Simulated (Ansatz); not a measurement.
## Electronic structure of CH$_{2}$BClSi in real space

Input file:

```
crystal:
  periodic: [false, false, false]
  atoms:
    - {symbol: Si, position_ang: [-1.422233, -0.386383, -1.022927]}
    - {symbol: C, position_ang: [-0.240214, 0.752648, -0.414179]}
    - {symbol: B, position_ang: [0.510900, -0.160966, 0.449308]}
    - {symbol: Cl, position_ang: [0.227070, -1.956831, -0.090704]}
    - {symbol: H, position_ang: [-0.261636, 1.832450, -0.346306]}
    - {symbol: H, position_ang: [1.186113, -0.080917, 1.424798]}
basis:
  gaussian: {orbitals: def2-TZVPP}
hamiltonian: {xc: pbe0, dispersion: d4}
output: {orbitals: {seedname: orbitals}}
```

Launched as:

```sh
ansatz run in.yaml --threads 2 --pin off --events-out ev --progress --plain --max-ram 4352MiB
```

Geometry: PBE0-D4/def2-TZVP.

Method: RKS PBE0-D4/def2-TZVPP (Ansatz 0.2.0).

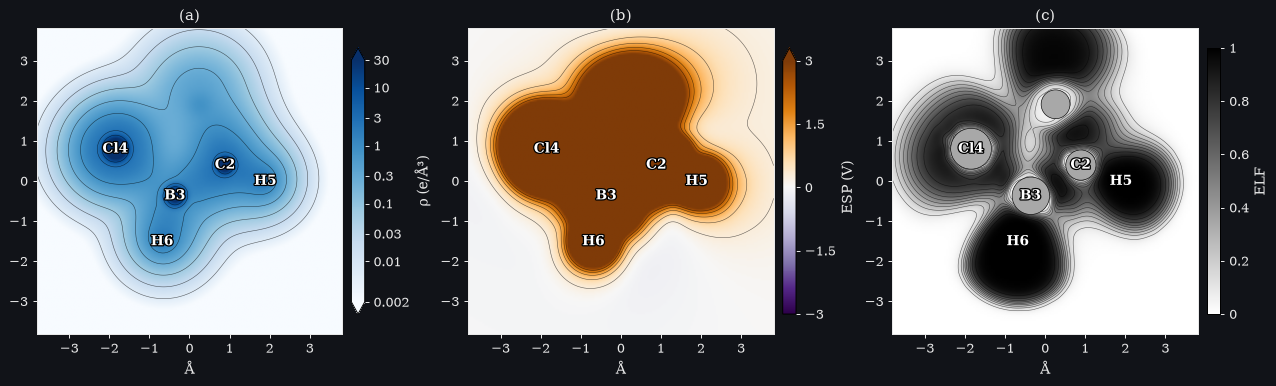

Figure 1. (a) total electron density; (b) molecular electrostatic potential; (c) electron localisation function on the plane of atoms B3, C2 and H5. Grey discs cover the atomic cores in the ELF map.

What does the map show?

The plane passes through C, B, Cl and H nuclei. C–B (1.46 Å): the density is about 1.6 e/Å³ at the midpoint; the ELF peaks at about 0.95 between the atoms, as expected for a covalent bond. B–Cl (1.90 Å): ρ at the midpoint is about 1 e/Å³; the ELF peaks at about 0.90 between the atoms (a polar covalent bond). C–H (1.08 Å): ρ at the midpoint is about 2 e/Å³; the ELF climbs to about 1 towards the hydrogen, as it does in any bond to H (an ordinary covalent bond to hydrogen). B–H (1.19 Å): ρ at the midpoint is about 1.3 e/Å³; the ELF climbs to about 1 towards the hydrogen; a covalent bond by its length. The ELF also peaks beside Cl4 and Si1, away from the bonds: lone-pair regions. The potential has no marked negative region in this plane.

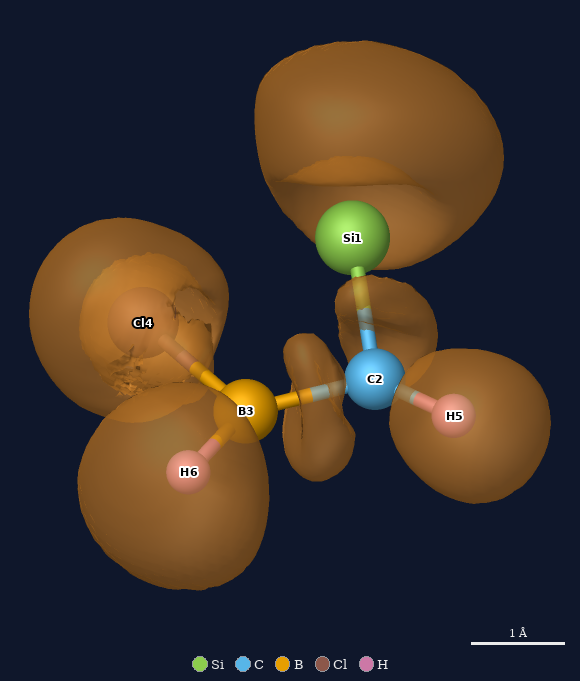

Figure 2. Isosurface of the electron localisation function at 0.8 (orange), seen at an oblique angle. Core shells and regions of very low density are left out.

Where are the electrons localised?

The ELF exceeds this value in one region between bonded B–C atoms (shared pairs), one region between bonded C–Si atoms (shared pairs), two regions around hydrogen nuclei, one region on Cl in which the atom's valence shell and bonds are merged and one lobe on Si, pointing away from the bonds (lone pairs). Profiles from the grid: C–Si (1.75 Å): the ELF peaks at about 0.90 between the atoms, as expected for a covalent bond.

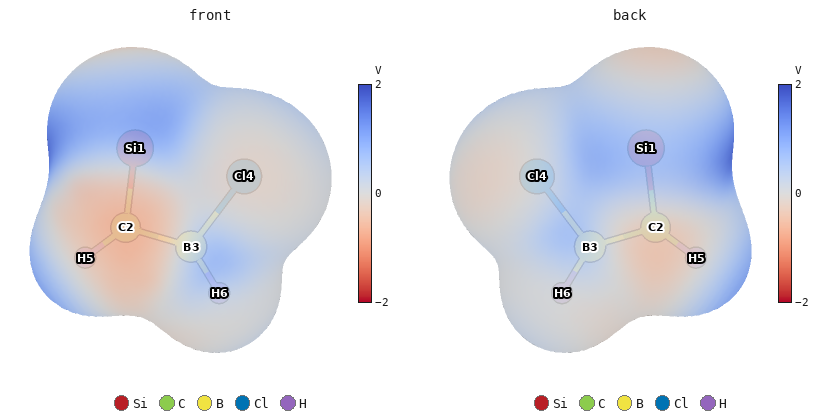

Figure 3. The molecular electrostatic potential painted on the density surface at 0.002 e/bohr³, seen from the front and from behind; the colour scale runs from red (negative) to blue (positive).

Where is the surface potential most negative and most positive?

The most negative region (about −0.6 V, or −14 kcal/mol for a unit charge) lies over C2, the most positive (about +1.6 V, or +37 kcal/mol for a unit charge) over Si1.
